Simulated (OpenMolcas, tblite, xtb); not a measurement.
## A ladder of methods for GeSiH6O (SMILES [SiH3][O][GeH3])

GeSiH6O has 9 atoms, charge 0, and is taken as a singlet. As SMILES, `[SiH3][O][GeH3]`. The shape is that of a PBE0-D4/def2-TZVP optimisation.

Quantity: the dipole moment, in D. The values are calculated.

```json
{"level": "GFN2-xTB", "kind": "semi-empirical", "program": "tblite", "value (D)": "1.11", "CPU time": "under 2 s"}
{"level": "GFN1-xTB", "kind": "semi-empirical", "program": "xtb", "value (D)": "1.53", "CPU time": "under 2 s"}
{"level": "HF/def2-SVP", "kind": "Hartree–Fock", "program": "OpenMolcas", "value (D)": "1.43", "CPU time": "12 s"}
{"level": "SVWN5/def2-SVP", "kind": "LDA", "program": "OpenMolcas", "value (D)": "1.26", "CPU time": "29 s"}
{"level": "BLYP/def2-SVP", "kind": "GGA", "program": "OpenMolcas", "value (D)": "1.23", "CPU time": "36 s"}
{"level": "r2SCAN/def2-SVP", "kind": "meta-GGA", "program": "OpenMolcas", "value (D)": "1.29", "CPU time": "46 s"}
{"level": "B3LYP/def2-SVP", "kind": "global hybrid", "program": "OpenMolcas", "value (D)": "1.29", "CPU time": "39 s"}
```

All-electron rows without a relativistic Hamiltonian named are non-relativistic. The values span 1.11 to 1.53 D. Magnitudes only. Times are those of the runs behind each value, whatever else they computed, on shared processors of several kinds: orders of magnitude only.

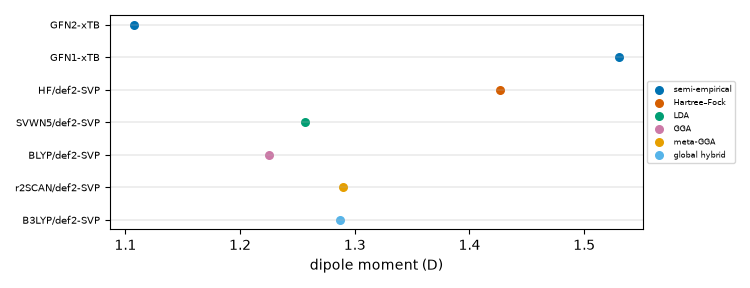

The values of the table, level by level.
